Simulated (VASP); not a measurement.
## TiSi2 (Zhiqinite): the relaxed cell at several levels

Which functional gives the lattice of TiSi2 (Zhiqinite) as experiment finds it, and is a dearer one worth its cost? The levels: LDA, PBEsol, PBE, r2SCAN, PBE + D3(BJ), r2SCAN + rVV10, revPBE + D3(BJ) and optB86b-vdW. The start is a cell from a database of measured crystal structures.

Main program and level: VASP 6.6.1; LDA; plane waves and PAW (Ti_sv, Si), in the first sound run; inputs show where later runs differ.

The database entry behind the starting cell is an old determination (1939), so it need not match the best structure at ambient conditions.

### Step 1. Starting point

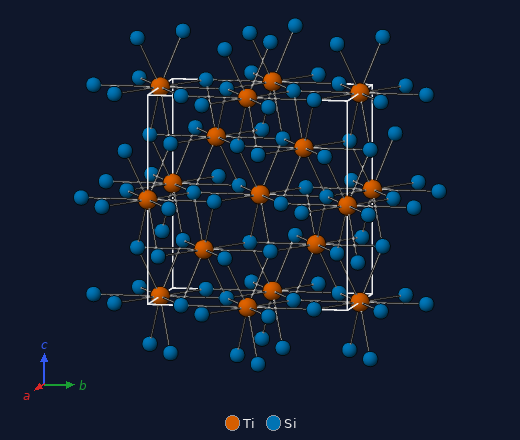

Start, viewed slightly off an axis; titanium orange, silicon blue. This picture shows the conventional cell, with its axes. Some periodic images of atoms are drawn too.

Structure file:

```xyz
6
Lattice="0.0000 4.1180 4.2615 2.3865 0.0000 4.2615 2.3865 4.1180 0.0000" Properties=species:S:1:pos:R:3 pbc="T T T"
Ti    3.5797    6.1770    6.3922
Ti    2.3865    4.1180    4.2615
Si    1.1932    0.6836    2.1307
Si    1.1932    3.4344    2.1307
Si    2.3865    1.3754    4.2615
Si    2.3865    6.8606    4.2615
```

### Step 2. Relaxation with LDA

The start need not lie at this functional's minimum. ISIF = 3 frees volume, shape and positions, and EDIFFG sets the threshold on forces and stress at which the search stops. LDA, the lowest rung, knows the local density alone.

Input file INCAR:

```
SYSTEM = TiSi2
PREC = Accurate
ENCUT = 520
EDIFF = 1E-06
NELM = 100
ISMEAR = -1
SIGMA = 0.05
LREAL = .FALSE.
ALGO = Normal
GGA = CA
NBANDS = 26
LASPH = .TRUE.
LORBIT = 11
LWAVE = .FALSE.
LCHARG = .FALSE.
KPAR = 4
IBRION = 2
NSW = 60
ISIF = 3
EDIFFG = -0.01
```

Input file POSCAR:

```
TiSi2
1.0
    0.0000000000      4.1180000000      4.2615000000
    2.3865000000      0.0000000000      4.2615000000
    2.3865000000      4.1180000000      0.0000000000
Ti Si
2 4
Direct
    0.7500000000      0.7500000000      0.7500000000
    0.5000000000      0.5000000000      0.5000000000
    0.0830000000      0.4170000000      0.0830000000
    0.4170000000      0.0830000000      0.4170000000
    0.1670000000      0.8330000000      0.1670000000
    0.8330000000      0.1670000000      0.8330000000
```

Input file KPOINTS:

```
Automatic mesh
0
Gamma
6 6 6
0 0 0
```

PAW data sets: Ti_sv and Si (PBE family, release 64).

Launch:

```
> mpirun -np 4 vasp_std
```

Log:

```text
[banner, memory and clock lines left out]
running    4 mpi-ranks, on    1 nodes
 distrk:  each k-point on    1 cores,    4 groups
 distr:  one band on    1 cores,    1 groups

 POSCAR found type information on POSCAR TiSi
 POSCAR found :  2 types and       6 ions
|                                                                             |
|               ----> ADVICE to this user running VASP <----                  |
|                                                                             |
|     You enforced a specific xc type in the INCAR file but a different       |
|     [... a line on the potential file left out ...]
|     I HOPE YOU KNOW WHAT YOU ARE DOING!                                     |
|                                                                             |

 LDA part: xc-table for (Slater(with rela. corr.)+CA(PZ))
 , standard interpolation
 POSCAR, INCAR and KPOINTS ok, starting setup
 FFT: planning ... GRIDC
 FFT: planning ... GRID_SOFT
 FFT: planning ... GRID
 WAVECAR not read
 entering main loop
       N       E                     dE             d eps       ncg     rms          rms(c)
DAV:   1     0.385169979531E+03    0.38517E+03   -0.19180E+04  2392   0.164E+03
DAV:   2     0.615820646644E-01   -0.38511E+03   -0.37855E+03  2398   0.465E+02
DAV:   3    -0.449929811877E+02   -0.45055E+02   -0.44097E+02  4164   0.130E+02
DAV:   4    -0.482641083145E+02   -0.32711E+01   -0.32588E+01  3352   0.325E+01
DAV:   5    -0.484611897702E+02   -0.19708E+00   -0.19703E+00  3716   0.680E+00    0.190E+01
DAV:   6    -0.454843124163E+02    0.29769E+01   -0.38804E+01  3476   0.456E+01    0.636E+00
DAV:   7    -0.449053941378E+02    0.57892E+00   -0.77093E+00  3276   0.203E+01    0.493E+00
DAV:   8    -0.448271036465E+02    0.78290E-01   -0.76831E-01  3322   0.678E+00    0.901E-01
DAV:   9    -0.448204899073E+02    0.66137E-02   -0.10634E-01  3434   0.278E+00    0.446E-01
DAV:  10    -0.448209632028E+02   -0.47330E-03   -0.40070E-03  3174   0.540E-01    0.151E-01
DAV:  11    -0.448209386861E+02    0.24517E-04   -0.24406E-03  3838   0.375E-01    0.104E-01
DAV:  12    -0.448208953945E+02    0.43292E-04   -0.60394E-04  3438   0.194E-01    0.107E-02
DAV:  13    -0.448208944268E+02    0.96773E-06   -0.26025E-05  3330   0.471E-02    0.126E-02
DAV:  14    -0.448208939422E+02    0.48452E-06   -0.34004E-06  3000   0.156E-02
   1 F= -.44820894E+02 E0= -.44813608E+02  d E =-.448209E+02
 curvature:   0.00 expect dE= 0.000E+00 dE for cont linesearch  0.000E+00
 trial: gam= 0.00000 g(F)=  0.202E-02 g(S)=  0.119E+00 ort = 0.000E+00 (trialstep = 0.100E+01)
 search vector abs. value=  0.121E+00
 bond charge predicted
       N       E                     dE             d eps       ncg     rms          rms(c)
DAV:   1    -0.458400824338E+02   -0.10192E+01   -0.24465E+01  3630   0.545E+01    0.915E+00
DAV:   2    -0.450013094106E+02    0.83877E+00   -0.92698E+00  3614   0.269E+01    0.254E+00
DAV:   3    -0.448242549651E+02    0.17705E+00   -0.13280E+00  3420   0.806E+00    0.137E+00
DAV:   4    -0.448058723875E+02    0.18383E-01   -0.26869E-01  3766   0.364E+00    0.670E-01
DAV:   5    -0.448133203788E+02   -0.74480E-02   -0.25981E-02  3384   0.129E+00    0.307E-01
DAV:   6    -0.448213450020E+02   -0.80246E-02   -0.16158E-02  3736   0.494E-01    0.163E-01
DAV:   7    -0.448220987085E+02   -0.75371E-03   -0.35901E-03  3848   0.327E-01    0.362E-02
DAV:   8    -0.448220822078E+02    0.16501E-04   -0.20051E-04  3306   0.909E-02    0.337E-02
DAV:   9    -0.448220946677E+02   -0.12460E-04   -0.45145E-05  3130   0.578E-02    0.109E-02
DAV:  10    -0.448220949934E+02   -0.32572E-06   -0.50134E-06  3022   0.142E-02
   2 F= -.44822095E+02 E0= -.44815522E+02  d E =-.120105E-02
[... from here on, the cycles between the ionic steps are left out ...]
   3 F= -.44852537E+02 E0= -.44845623E+02  d E =-.316434E-01
   4 F= -.44852530E+02 E0= -.44845622E+02  d E =-.316358E-01
   5 F= -.44854032E+02 E0= -.44847123E+02  d E =-.150272E-02
   6 F= -.44854093E+02 E0= -.44847179E+02  d E =-.156336E-02
   7 F= -.44854940E+02 E0= -.44847953E+02  d E =-.846861E-03
   8 F= -.44855123E+02 E0= -.44848084E+02  d E =-.102970E-02
   9 F= -.44855134E+02 E0= -.44848091E+02  d E =-.111442E-04
 trial-energy change:   -0.000011  1 .order   -0.000014   -0.000204    0.000175
 step:   0.5840(harm=  0.5840)  dis= 0.00052  next Energy=   -44.855178 (dE=-0.548E-04)
 bond charge predicted
       N       E                     dE             d eps       ncg     rms          rms(c)
DAV:   1    -0.448554804259E+02   -0.34688E-03   -0.76805E-03  3684   0.982E-01    0.157E-01
DAV:   2    -0.448552450567E+02    0.23537E-03   -0.31866E-03  3626   0.488E-01    0.486E-02
DAV:   3    -0.448551765171E+02    0.68540E-04   -0.49888E-04  3296   0.152E-01    0.233E-02
DAV:   4    -0.448551712389E+02    0.52781E-05   -0.68216E-05  4136   0.565E-02    0.995E-03
DAV:   5    -0.448551738732E+02   -0.26343E-05   -0.59112E-06  3070   0.167E-02    0.529E-03
DAV:   6    -0.448551758934E+02   -0.20202E-05   -0.58042E-06  3154   0.948E-03    0.181E-03
DAV:   7    -0.448551759776E+02   -0.84221E-07   -0.32941E-07  1398   0.364E-03
  10 F= -.44855176E+02 E0= -.44848135E+02  d E =-.531799E-04
 curvature:  -0.36 expect dE=-0.416E-05 dE for cont linesearch -0.832E-08
 trial: gam= 0.07977 g(F)=  0.146E-06 g(S)=  0.115E-04 ort =-0.231E-05 (trialstep = 0.986E+00)
 search vector abs. value=  0.127E-04
 reached required accuracy - stopping structural energy minimisation
```

Elapsed: 1.9 min, on 4 MPI ranks of Intel Xeon 6975P-C (Granite Rapids), shared host; peak memory 1 GiB.

The logs omit lines about the potential files and the build; timing stands in the text.

From OUTCAR (step 2):

```text
ion  position               nearest neighbor table
   1  0.750  0.750  0.750-   6 2.54   5 2.54   6 2.54   5 2.54   3 2.74   4 2.74   4 2.75   4 2.75
                             3 2.75   3 2.75
   2  0.500  0.500  0.500-   3 2.54   4 2.54   3 2.54   4 2.54   5 2.74   6 2.74   5 2.75   5 2.75
                             6 2.75   6 2.75
   3  0.083  0.417  0.083-   2 2.54   2 2.54   5 2.54   5 2.54   1 2.74   4 2.75   4 2.75   4 2.75
                             1 2.75   1 2.75
   4  0.417  0.083  0.417-   2 2.54   2 2.54   6 2.54   6 2.54   1 2.74   3 2.75   3 2.75   3 2.75
                             1 2.75   1 2.75
   5  0.167  0.833  0.167-   1 2.54   1 2.54   3 2.54   3 2.54   2 2.74   6 2.75   6 2.75   6 2.75
                             2 2.75   2 2.75
   6  0.833  0.167  0.833-   1 2.54   1 2.54   4 2.54   4 2.54   2 2.74   5 2.75   5 2.75   5 2.75
                             2 2.75   2 2.75

  LATTYP: Found a face centered orthorhombic cell.
 ALAT       =     4.7730000000
 B/A-ratio  =     1.7255394930
 C/A-ratio  =     1.7856693903

 Subroutine GETGRP returns: Found  8 space group operations
 (whereof  4 operations were pure point group operations)

The static configuration has the point symmetry D_2 .
 The point group associated with its full space group is D_2h.

 Found     46 irreducible k-points:

   k-points           NKPTS =     46   k-points in BZ     NKDIM =     46   number of bands    NBANDS=     26

   dimension x,y,z NGX =    48 NGY =   36 NGZ =   36
   dimension x,y,z NGXF=    96 NGYF=   72 NGZF=   72

   ENCUT  =  520.0 eV  38.22 Ry    6.18 a.u.  11.02  9.08  8.85*2*pi/ulx,y,z

   NELECT =      40.0000    total number of electrons

 k-points in reciprocal lattice and weights: Automatic mesh
   0.00000000  0.00000000  0.00000000       0.005
   0.16666667  0.00000000  0.00000000       0.037
   0.33333333 -0.00000000 -0.00000000       0.037
   0.50000000 -0.00000000  0.00000000       0.019
   0.16666667  0.16666667  0.00000000       0.009
   0.33333333  0.16666667 -0.00000000       0.037
   0.50000000  0.16666667  0.00000000       0.037
  -0.33333333  0.16666667  0.00000000       0.037
  -0.16666667  0.16666667 -0.00000000       0.019
[...]
-0.16666667  0.33333333  0.50000000       0.009
   0.00000000  0.50000000  0.50000000       0.005

 average (electrostatic) potential at core
       1 -69.1852       2 -69.1852       3 -78.2416       4 -78.2416       5 -78.2416
       6 -78.2416

 E-fermi :  10.3530

 k-point     1 :       0.0000    0.0000    0.0000
  band No.  band energies     occupation
    ...
     17       8.0211      2.00000
     18       8.3254      2.00000
     19       8.5782      2.00000
     20       8.8997      2.00000
     21       9.3343      2.00000
     22      12.3815      0.00000
     23      13.5212      0.00000
     24      13.8054      0.00000
     25      13.8388      0.00000
     26      13.8575      0.00000

 k-point     2 :       0.1667    0.0000    0.0000
  band No.  band energies     occupation
    ...
     17       8.2268      2.00000
     18       8.3649      2.00000
     19       9.0124      2.00000
     20       9.1597      2.00000
     21       9.4189      2.00000
     22      12.0887      0.00000
     23      13.2632      0.00000
     24      13.3521      0.00000
     25      13.5289      0.00000
     26      13.6801      0.00000

 k-point     3 :       0.3333   -0.0000   -0.0000
  band No.  band energies     occupation
    ...
     16       7.9366      2.00000
     17       8.4524      2.00000
     18       9.0258      2.00000
     19       9.5706      2.00000
     20       9.8043      1.99997
     21      10.5043      0.09246
     22      11.4869      0.00000
     23      12.7083      0.00000
     24      12.8851      0.00000
     25      13.1353      0.00000
    ...

  Total       -0.0117511     -0.0111658      0.0340834      0.0000000      0.0000000      0.0000000
  in kB       -0.2309862     -0.2194809      0.6699625      0.0000000      0.0000000      0.0000000
  external PRESSURE =       0.0731651 kB  Pullay stress =       0.0000000 kB

  energy-cutoff  :      520.00
  volume of cell :       81.51
      direct lattice vectors                 reciprocal lattice vectors
     0.000000000  4.078177504  4.214722010    -0.210878356  0.122603786  0.118631786
     2.371035177  0.000000000  4.214722010     0.210878356 -0.122603786  0.118631786
     2.371035177  4.078177504  0.000000000     0.210878356  0.122603786 -0.118631786

 POSITION                                       TOTAL-FORCE (eV/Angst)
 -----------------------------------------------------------------------------------
      3.55655      6.11727      6.32208         0.000000     -0.000000      0.000000
      2.37104      4.07818      4.21472        -0.000000     -0.000000     -0.000000
      1.18552      0.69197      2.10736         0.000000      0.000871     -0.000000
      1.18552      3.38621      2.10736         0.000000     -0.000871     -0.000000
      2.37104      1.34712      4.21472        -0.000000     -0.000871     -0.000000
      2.37104      6.80924      4.21472        -0.000000      0.000871     -0.000000
 -----------------------------------------------------------------------------------
    total drift:                               -0.000000     -0.000000      0.000000

  FREE ENERGIE OF THE ION-ELECTRON SYSTEM (eV)
  ---------------------------------------------------
  free  energy   TOTEN  =       -44.8551759776 eV

  energy  without entropy=      -44.8410934447  energy(sigma->0) =      -44.84813471

 reached required accuracy - stopping structural energy minimisation

 total charge
# of ion       s       p       d       tot
------------------------------------------
    1        2.182   6.181   2.138  10.500
    2        2.182   6.181   2.138  10.500
    3        0.772   0.878   0.000   1.649
    4        0.772   0.878   0.000   1.649
    5        0.772   0.878   0.000   1.649
    6        0.772   0.878   0.000   1.649
--------------------------------------------------
tot          7.450  15.872   4.276  27.598

[... 3 further parts left out ...]
```

CONTCAR:

```
TiSi2
   1.00000000000000
     0.0000000000000000    4.0781775042538397    4.2147220104257448
     2.3710351766377196    0.0000000000000000    4.2147220104257448
     2.3710351766377196    4.0781775042538397    0.0000000000000000
  Ti              Si
     2     4
Direct
     0.7500000000000000    0.7500000000000000    0.7500000000000000
     0.5000000000000000    0.5000000000000000    0.5000000000000000
     0.0848383092719751    0.4151616907280249    0.0848383092719751
     0.4151616907280249    0.0848383092719751    0.4151616907280249
     0.1651616907280248    0.8348383092719751    0.1651616907280248
     0.8348383092719751    0.1651616907280248    0.8348383092719751
```

The k-mesh is coarse for a metal. The PAW data sets were made with PBE, though LDA sets exist; this is a small mismatch. The run keeps the 8 symmetry operations of its start, so it cannot find a distortion of lower symmetry.

The steps of the relaxation:

```csv
step,energy less that of the first step (eV),largest force (eV/Å),pressure (GPa),volume (Å³)
1,0.0000,0.1023,-4.11,83.76
2,-0.0012,0.0637,4.45,79.49
3,-0.0316,0.0845,-0.02,81.56
4,-0.0316,0.0841,0.06,81.52
5,-0.0331,0.0609,0.14,81.43
6,-0.0332,0.0551,0.15,81.41
7,-0.0340,0.0256,-0.03,81.51
8,-0.0342,0.0044,-0.16,81.59
9,-0.0342,0.0022,0.14,81.44
10,-0.0343,0.0009,0.01,81.51
```

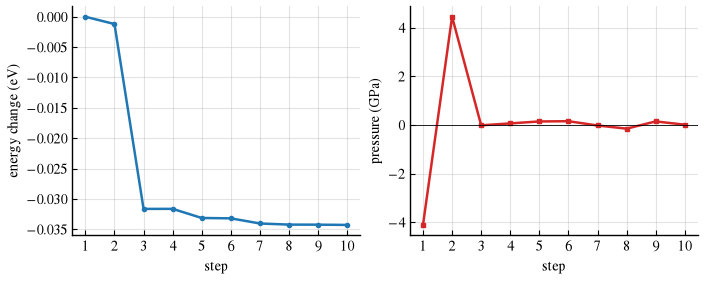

Energy and pressure along the relaxation.

| conventional cell, symmetrised | before | after | change |
| --- | --- | --- | --- |
| a (Å) | 4.773 | 4.742 | -0.6 % |
| b (Å) | 8.236 | 8.156 | -1.0 % |
| c (Å) | 8.523 | 8.429 | -1.1 % |
| volume (Å³/atom) | 13.96 | 13.58 | -2.7 % |

The atoms that moved most (Å, as changes of fractional coordinates times the final cell):

```csv
atom,dx,dy,dz,length
Si6,0.000,0.015,0.000,0.015
Si5,0.000,-0.015,0.000,0.015
Si3,0.000,0.015,0.000,0.015
Si4,0.000,-0.015,0.000,0.015
```

The relaxed structure:

```xyz
6
Lattice="0.0000 4.0782 4.2147 2.3710 0.0000 4.2147 2.3710 4.0782 0.0000" Properties=species:S:1:pos:R:3 pbc="T T T"
Ti    3.5566    6.1173    6.3221
Ti    2.3710    4.0782    4.2147
Si    1.1855    0.6920    2.1074
Si    1.1855    3.3862    2.1074
Si    2.3710    1.3471    4.2147
Si    2.3710    6.8092    4.2147
```

Numbers from this step:

```yaml
electrons: 40
bands: 26
irreducible_k_points: 46
symmetry_operations: 8
free_energy_toten: -44.86 eV
energy_at_zero_smearing: -44.85 eV
fermi_energy: 10.35 eV
pressure: 0.007317 GPa
metallic: yes
scf_cycles_over_all_ionic_steps: 80
```

It ends with a largest force of 0.001 eV/Å and a pressure of 0.01 GPa. The volume lies -2.7 % from that of the database's start, which holds the thermal and zero-point expansion of its experiment. The conventional cell has a = 4.742, b = 8.156 and c = 8.429 Å.

(Part 1 of 4 ends here.)

[Lines on the potential files, build, host, timing and source positions are cut from VASP's logs without a mark.]

[Logs are printed without paths, hosts, clocks, repeated set-up lines and the standing remarks that a program may print on its own settings, such as how far it seeks lower states.]

[Hosts, paths, dates, database ids (printed as entryN), source tags and the programs' standing remarks are cut or masked in the printed files.]

[A measured line is paired with the nearest computed mode of its activity, which favours agreement.]
